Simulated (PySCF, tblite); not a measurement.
# C₅H₁₂O₄Si: geometry, infrared bands and NMR shifts

What infrared bands and NMR shifts should C₅H₁₂O₄Si (`COC(=O)[Si](C)(OC)OC`) show?

The runs use tblite 0.8.0 and PySCF 2.14.0, with density-fitted response routines of our own; the level of theory stands in each step. All values are computed, except where a source is named. Atoms count from 0, in the outputs and in this text.

## (1) The molecule as given

22 atoms, charge 0, multiplicity 1; geometry from: force field or distance geometry start.

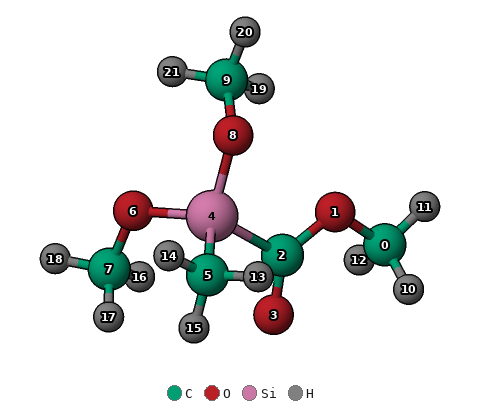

The starting geometry (carbon teal, oxygen red, silicon pink, hydrogen grey), atoms numbered.

## (2) Optimising the geometry with GFN2-xTB

What the job is given:

```
{"job": {"kind": "relax", "xc": "GFN2-xTB", "basis": "xTB"}, "charge": 0, "multiplicity": 1}
C      3.312200     0.380700    -0.355200
O      1.939600     0.746100    -0.111400
C      1.134600    -0.327500     0.129300
O      1.456600    -1.495300     0.111700
Si    -0.759500     0.057600     0.491000
C     -1.179500    -0.739600     2.140800
O     -1.770700    -0.551700    -0.718000
C     -1.541700    -1.875400    -1.168800
O     -1.054300     1.709900     0.584100
C     -1.052500     2.470300    -0.612000
H      3.726300    -0.139700     0.506900
H      3.867900     1.300200    -0.516600
H      3.370400    -0.232400    -1.245200
H     -0.550300    -0.312900     2.934400
H     -2.228600    -0.559900     2.396700
H     -0.999700    -1.816400     2.119800
H     -0.604800    -1.947200    -1.724000
H     -1.564000    -2.608500    -0.349800
H     -2.359400    -2.136700    -1.855000
H     -0.080000     2.399200    -1.126900
H     -1.210600     3.528500    -0.349300
H     -1.862300     2.170000    -1.283600
```

Launch:

```bash
> OMP_NUM_THREADS=1 python probes_run.py task.json out
```

The driver reads the jobs from task.json and runs them one after another.

The program printed:

```text
step      E/eV     max force
  0    -948.99424    1.651
  1    -949.14310    0.972
  2    -949.20063    0.669
  3    -949.21822    0.675
  4    -949.23290    0.366
  5    -949.24852    0.255
  6    -949.26113    0.300
  7    -949.27203    0.291
  8    -949.27991    0.185
  9    -949.28612    0.191
 10    -949.29068    0.192
 11    -949.29405    0.131
 12    -949.29666    0.115
 13    -949.29917    0.112
 14    -949.30178    0.136
 15    -949.30401    0.107
 16    -949.30553    0.076
 17    -949.30674    0.082
 18    -949.30829    0.107
 19    -949.31062    0.128
 20    -949.31351    0.133
 21    -949.31624    0.121
 22    -949.31845    0.093
 23    -949.32045    0.105
 24    -949.32265    0.104
 25    -949.32491    0.091
 26    -949.32679    0.101
 27    -949.32836    0.089
 28    -949.32984    0.084
 29    -949.33108    0.075
 30    -949.33190    0.072
 31    -949.33244    0.069
 32    -949.33297    0.057
 33    -949.33359    0.060
 34    -949.33418    0.056
 35    -949.33464    0.058
 36    -949.33506    0.057
 37    -949.33555    0.056
 38    -949.33609    0.054
 39    -949.33656    0.045
 40    -949.33690    0.055
 41    -949.33720    0.061
 42    -949.33762    0.061
 43    -949.33817    0.066
 44    -949.33875    0.053
 45    -949.33921    0.047
 46    -949.33957    0.038
 47    -949.33991    0.047
 48    -949.34025    0.052
 49    -949.34053    0.042
 50    -949.34075    0.035
 51    -949.34100    0.047
 52    -949.34135    0.056
 53    -949.34187    0.057
 54    -949.34254    0.064
 55    -949.34330    0.080
 56    -949.34422    0.082
 57    -949.34557    0.085
 58    -949.34774    0.119
 59    -949.35052    0.130
 60    -949.34631    0.350
 61    -949.35409    0.110
 62    -949.35545    0.095
 63    -949.35761    0.103
 64    -949.35834    0.056
 65    -949.35925    0.054
 66    -949.35965    0.052
 67    -949.35999    0.033
 68    -949.36016    0.030
 69    -949.36036    0.032
 70    -949.36059    0.042
 71    -949.36095    0.053
 72    -949.36135    0.054
 73    -949.36167    0.039
 74    -949.36186    0.034
 75    -949.36197    0.029
 76    -949.36208    0.021
 77    -949.36215    0.013
 78    -949.36219    0.016
 79    -949.36225    0.017
 80    -949.36233    0.025
 81    -949.36242    0.025
 82    -949.36250    0.017
 83    -949.36256    0.016
 84    -949.36262    0.016
 85    -949.36267    0.012
 86    -949.36270    0.010
```

Run time: 3.5 s. Hardware: 1 thread of Intel Xeon at 2.50GHz, shared host; peak memory 0.18 GiB.

Relaxation path: (not every step is listed)

```csv
step,energy from step 0 (eV),largest force (eV/Å)
0,0.0000,1.6508
1,-0.1489,0.9723
2,-0.2064,0.6693
3,-0.2240,0.6751
4,-0.2387,0.3662
5,-0.2543,0.2550
6,-0.2669,0.2995
7,-0.2778,0.2905
8,-0.2857,0.1855
15,-0.3098,0.1072
22,-0.3242,0.0932
29,-0.3368,0.0749
36,-0.3408,0.0569
43,-0.3439,0.0661
50,-0.3465,0.0349
57,-0.3513,0.0849
64,-0.3641,0.0555
71,-0.3667,0.0532
78,-0.3680,0.0157
81,-0.3682,0.0247
82,-0.3683,0.0175
83,-0.3683,0.0163
84,-0.3684,0.0163
85,-0.3684,0.0117
86,-0.3685,0.0099
```

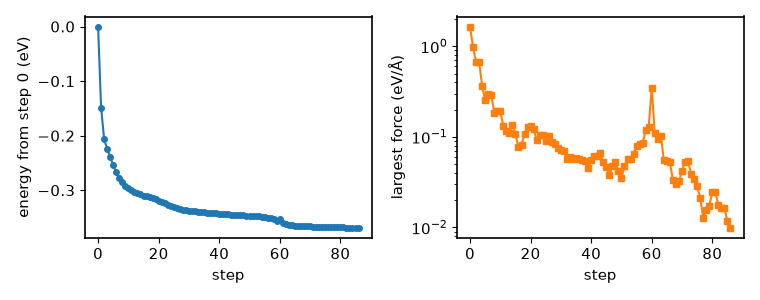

Energy and force, step by step.

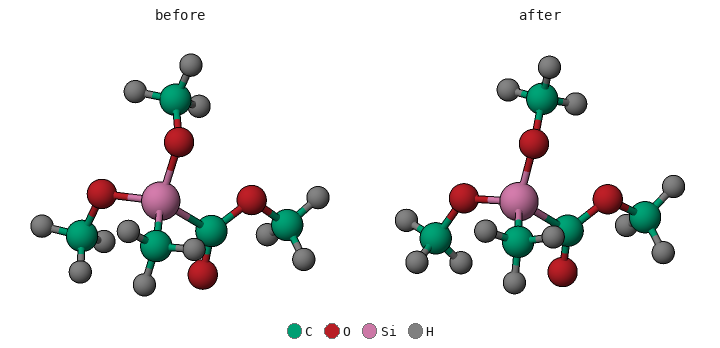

Before and after, at one scale.

Distances of close pairs at the start and the end, largest changes first:

```csv
bond,before (Å),after (Å),change (Å)
Si4–O8,1.681,1.613,-0.068
Si4–O6,1.690,1.631,-0.059
C2–Si4,1.966,1.934,-0.032
O1–C2,1.363,1.341,-0.022
C0–O1,1.441,1.424,-0.017
C5–H13,1.099,1.084,-0.015
Si4–C5,1.880,1.893,+0.013
O8–C9,1.417,1.404,-0.013
```

The final coordinates are the input of the step that follows.

## (3) Vibrational analysis with GFN2-xTB

What the job is given:

```
{"job": {"kind": "ir", "xc": "GFN2-xTB", "basis": "xTB"}, "charge": 0, "multiplicity": 1}
C      3.225619     0.493136    -0.422286
O      1.852141     0.685551    -0.099646
C      1.104819    -0.418268     0.050915
O      1.561521    -1.529301    -0.098046
Si    -0.746919    -0.031198     0.453100
C     -1.172898    -0.656788     2.188469
O     -1.607255    -0.702825    -0.758964
C     -1.636600    -2.043945    -1.182144
O     -1.078532     1.547378     0.472543
C     -0.899468     2.521549    -0.522525
H      3.725607    -0.052406     0.380205
H      3.657307     1.483814    -0.538478
H      3.319434    -0.080540    -1.346467
H     -0.711313    -0.052166     2.961249
H     -2.245716    -0.637403     2.352544
H     -0.833498    -1.679609     2.319581
H     -0.627019    -2.449127    -1.262955
H     -2.204942    -2.649747    -0.473933
H     -2.124402    -2.071142    -2.156769
H      0.162188     2.638705    -0.747089
H     -1.298977     3.459782    -0.136962
H     -1.431511     2.243935    -1.433189
```

The program printed:

```text
mode    cm-1     km/mol
  1      19.0      1.64
  2      33.1      1.33
  3      57.7      0.69
  4      67.8      3.44
  5      84.3      0.36
  6      87.2      2.03
  7     104.6      2.07
  8     111.1      0.52
  9     119.7      0.31
 10     137.5      2.74
 11     162.0      1.89
 12     187.3      5.45
 13     212.8     12.86
 14     249.1     32.25
 15     279.9     14.73
 16     301.9     14.85
 17     369.6     29.95
 18     419.6     54.78
 19     569.9      2.42
 20     680.0     87.90
 21     765.4     13.16
 22     781.9      9.84
 23     804.5    111.56
 24     835.6    166.15
 25     865.6    142.82
 26     983.0     30.03
 27    1113.7     56.88
 28    1117.6     20.58
 29    1123.8    116.04
 30    1125.8    125.46
 31    1131.0     15.15
 32    1136.7     31.89
 33    1147.1      5.24
 34    1149.0     51.89
 35    1165.2    312.43
 36    1372.5     22.57
 37    1380.3      3.85
 38    1401.5      3.04
 39    1411.0      2.52
 40    1441.9      6.63
 41    1463.9      4.07
 42    1470.8      3.54
 43    1472.2      4.54
 44    1476.8      2.16
 45    1477.6      4.59
 46    1479.4      2.56
 47    1482.0      2.27
 48    1718.2    291.05
 49    2965.3     27.51
 50    2966.6     28.10
 51    2976.8     21.63
 52    2978.2     25.25
 53    2981.5     18.86
 54    2990.4     16.52
 55    2990.9     24.46
 56    2992.8     23.33
 57    3042.1     11.96
 58    3048.3     19.34
 59    3049.7     20.71
 60    3062.4     12.46
```

Wall time 4.4 s (1 thread of Intel Xeon at 2.50GHz, shared host); peak memory 0.18 GiB.

The strongest bands and the atoms that carry them (share of the mass-weighted mode):

```csv
cm⁻¹,km/mol,atoms
680,87.9,"O6 21 %, C5 19 %, Si4 18 %"
804,111.6,"Si4 41 %, C5 26 %"
836,166.2,"H14 31 %, H13 22 %, Si4 14 %, C5 14 %"
866,142.8,"Si4 27 %, H15 25 %, H13 12 %, C5 11 %"
1124,116.0,"O6 25 %, C7 18 %, H19 17 %, H21 15 %"
1126,125.5,"H21 20 %, O6 19 %, H19 16 %, C7 14 %"
1165,312.4,"O8 39 %, C9 19 %, C2 13 %"
1718,291.1,"C2 60 %, O3 39 %"
```

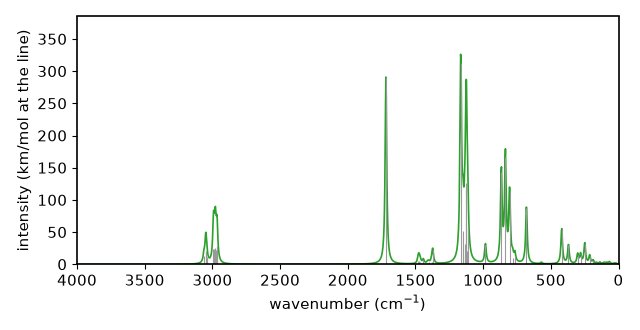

The infrared spectrum from these modes, unscaled. Lines are broadened to a width of 14 cm⁻¹ (Lorentzian).

## (4) NMR shieldings: PBE0/pcSseg-1

The job, as its differences from that of step 3:

```diff
@@ -1,2 +1,2 @@
-{"job": {"kind": "ir", "xc": "GFN2-xTB", "basis": "xTB"}, "charge": 0, "multiplicity": 1}
+{"job": {"kind": "nmr", "xc": "PBE0", "basis": "pcSseg-1"}, "charge": 0, "multiplicity": 1}
 C      3.225619     0.493136    -0.422286
```

With the program's defaults for keys left out, this is: GIAO PBE0/pcSseg-1 NMR shielding, non-relativistic, gas phase.

The program printed:

```text
coarse grid: 18840 points
cycle   1  E = -787.1255151487  dE =  1.383e+00  |g| = 1.200e+00  |ddm| = 4.105e+00
cycle   2  E = -786.6169184039  dE =  5.086e-01  |g| = 2.050e+00  |ddm| = 2.192e+00
cycle   3  E = -787.3672264120  dE = -7.503e-01  |g| = 3.236e-01  |ddm| = 1.531e+00
cycle   4  E = -787.3848314576  dE = -1.761e-02  |g| = 1.290e-01  |ddm| = 2.702e-01
cycle   5  E = -787.3875573574  dE = -2.726e-03  |g| = 2.938e-02  |ddm| = 8.447e-02
cycle   6  E = -787.3877442873  dE = -1.869e-04  |g| = 6.621e-03  |ddm| = 2.537e-02
cycle   7  E = -787.3877537154  dE = -9.428e-06  |g| = 1.557e-03  |ddm| = 5.542e-03
final grid: 177264 points
cycle   8  E = -787.4879810906  dE = -2.498e-05  |g| = 1.737e-02  |ddm| = 2.595e-02
cycle   9  E = -787.4879179880  dE =  6.310e-05  |g| = 2.572e-02  |ddm| = 2.371e-02
cycle  10  E = -787.4880347793  dE = -1.168e-04  |g| = 2.687e-03  |ddm| = 1.505e-02
cycle  11  E = -787.4880361429  dE = -1.364e-06  |g| = 5.820e-04  |ddm| = 1.810e-03
cycle  12  E = -787.4880361988  dE = -5.585e-08  |g| = 2.063e-04  |ddm| = 4.941e-04
cycle  13  E = -787.4880362069  dE = -8.136e-09  |g| = 3.205e-05  |ddm| = 1.491e-04
cycle  14  E = -787.4880362071  dE = -2.083e-10  |g| = 9.263e-06  |ddm| = 3.767e-05
converged SCF energy = -787.4880362071

GIAO shielding tensors (ppm)
atom      isotropic    diamagn.    paramagn.     s11        s22        s33       span
  0 C      135.813     243.176    -107.363    104.548    125.224    177.667     73.119
  1 O      117.672     404.212    -286.540    -92.010    216.164    228.862    320.871
  2 C       -2.394     262.968    -265.362   -100.608     19.434     73.991    174.600
  3 O     -157.908     405.094    -563.002   -500.451   -266.738    293.463    793.914
  4 Si     392.316     884.028    -491.713    333.373    408.953    434.621    101.248
  5 C      190.243     257.504     -67.261    184.419    187.823    198.485     14.066
  6 O      313.486     401.180     -87.694    270.541    320.083    349.833     79.292
  7 C      133.555     243.793    -110.237    107.108    108.330    185.229     78.121
  8 O      306.449     399.328     -92.879    251.395    327.781    340.170     88.775
  9 C      133.904     244.797    -110.893    106.204    110.118    185.391     79.187
 10 H       27.883      28.555      -0.672     23.850     25.731     34.068     10.219
 11 H       28.002      28.371      -0.369     24.061     26.662     33.284      9.222
 12 H       27.697      29.227      -1.530     23.824     25.728     33.539      9.714
 13 H       31.696      32.182      -0.486     27.278     29.299     38.511     11.232
 14 H       31.626      30.586       1.040     27.593     28.530     38.756     11.163
 15 H       31.671      32.587      -0.916     27.205     29.668     38.139     10.934
 16 H       27.493      31.134      -3.641     22.333     27.254     32.892     10.559
 17 H       27.965      28.991      -1.026     23.627     25.777     34.491     10.865
 18 H       27.859      28.484      -0.625     23.405     25.499     34.672     11.267
 19 H       27.489      31.678      -4.189     22.074     27.308     33.084     11.010
 20 H       27.853      28.399      -0.546     23.363     25.410     34.787     11.424
 21 H       27.796      30.395      -2.598     23.154     26.092     34.142     10.988
```

Wall time 2.5 min (1 thread of Intel Xeon at 2.50GHz, shared host); peak memory 1.1 GiB.

Shifts follow as δ = σ(reference) − σ, with reference shieldings (ppm) from runs at the same level and on the same kind of geometry: 1H TMS 31.72, 13C TMS 186.9, 29Si TMS 349.2, 17O H2O 336.1. The references are single molecules in the gas phase, so shifts against H2O, NH3, PH3, H3PO4 or CFCl3 are not on the usual liquid scales and can be off by tens of ppm. Atoms listed in one row are averaged.

```csv
atoms,environment,σ (ppm),δ (ppm),δ scaled to CDCl3
C2,carbonyl carbon,-2.4,189.3,182.9
"C7, C9",methyl carbon bonded to O,133.7,53.2,50.0
C0,methyl carbon bonded to O,135.8,51.1,48.0
C5,methyl carbon bonded to Si,190.2,-3.3,-5.2
"H16, H17, H18, H19, H20, H21",hydrogen on a methyl carbon bonded to O,27.74,3.97,3.85
"H10, H11, H12",hydrogen on a methyl carbon bonded to O,27.86,3.86,3.74
"H13, H14, H15",hydrogen on a methyl carbon bonded to Si,31.66,0.05,0.15
O3,ester carbonyl oxygen,-157.9,494.0,–
O1,ester alkoxy oxygen,117.7,218.4,–
"O6, O8","oxygen bonded to C, Si",310.0,26.1,–
Si4,"silicon bonded to 2 C, 2 O",392.3,-43.2,–
```

The scaled column applies a straight-line fit of computed shieldings to shifts measured in CDCl3 (root-mean-square error 0.16 ppm for H, 1.9 ppm for C).

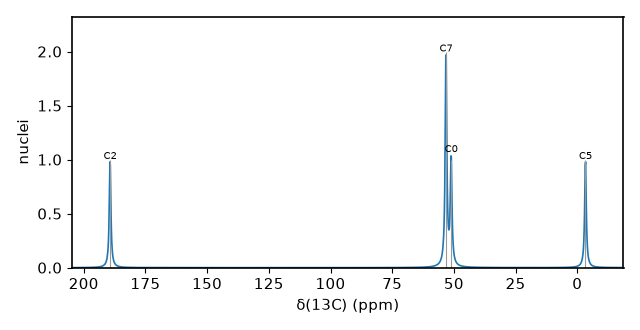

13C lines at the computed shifts, without couplings. Lines are broadened to a width of 0.77 ppm (Lorentzian).

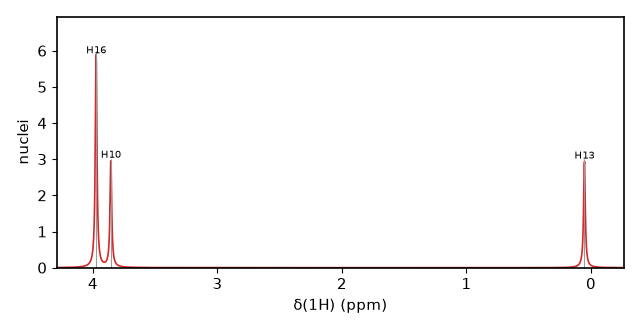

1H lines at the computed shifts, without couplings. Lines are broadened to a width of 0.02 ppm (Lorentzian).

The run also stored atomic charges by several schemes (e):

```csv
atoms,Mulliken,IAO,Hirshfeld,ESP fit
C0,-0.04,-0.22,-0.04,-0.29
O1,-0.46,-0.33,-0.10,-0.29
C2,0.16,0.22,0.11,0.60
O3,-0.42,-0.46,-0.25,-0.53
Si4,1.25,1.42,0.48,0.66
C5,-0.65,-0.75,-0.22,-0.70
"O6, O8",-0.64,-0.64,-0.23,-0.34
"C7, C9",-0.01,-0.20,-0.03,-0.25
```

IAO charges:

C0 -0.22; O1 -0.33; C2 0.22; O3 -0.46; Si4 1.42; C5 -0.75; O6 -0.64; C7 -0.20; O8 -0.64; C9 -0.20; H10 0.15; H11 0.16; H12 0.15; H13 0.17; H14 0.16; H15 0.16; H16 0.14; H17 0.13; H18 0.15; H19 0.14; H20 0.15; H21 0.14

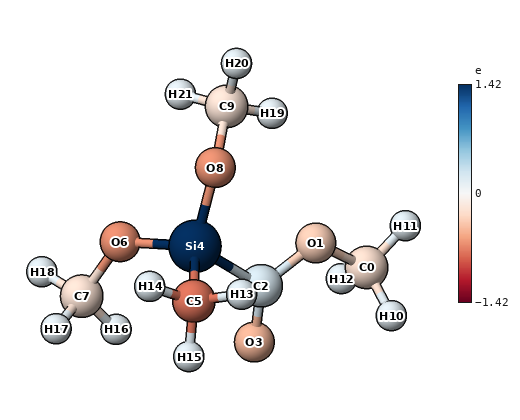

IAO charges, as colours on the atoms.

Mayer bond orders: C0–O1 0.86, O1–C2 1.06, C2–O3 1.86, C2–Si4 0.70, Si4–C5 0.96, Si4–O6 1.00, O6–C7 0.89, Si4–O8 1.06, O8–C9 0.88.

## (5) Summary of results

```
                                                               quantity                        value
                              strongest single infrared mode (GFN2-xTB)        1165 cm⁻¹, 312 km/mol
                                           zero-point energy (GFN2-xTB)               106.6 kcal/mol
13C shifts against TMS (PBE0/pcSseg-1, means over atoms taken as alike)  189.3, 53.2, 51.1, -3.3 ppm
 1H shifts against TMS (PBE0/pcSseg-1, means over atoms taken as alike)         3.97, 3.86, 0.05 ppm
17O shifts against H2O (PBE0/pcSseg-1, means over atoms taken as alike)       494.0, 218.4, 26.1 ppm
                                29Si shifts against TMS (PBE0/pcSseg-1)                    -43.2 ppm
```

In words: Over 86 steps the energy fell by 0.368 eV; of the close pairs, Si4–O8 changed most, 1.681 to 1.613 Å. All 60 modes are real, so the xTB geometry is a minimum. The strongest single mode, at 1165 cm⁻¹, is carried by O8, C9, C2. GFN2-xTB is a fitted tight-binding method: band positions and strengths are rough. Its intensities can rank the bands wrongly. At PBE0/pcSseg-1: The largest span, 794 ppm, is at O3, where the paramagnetic term is -563 ppm.
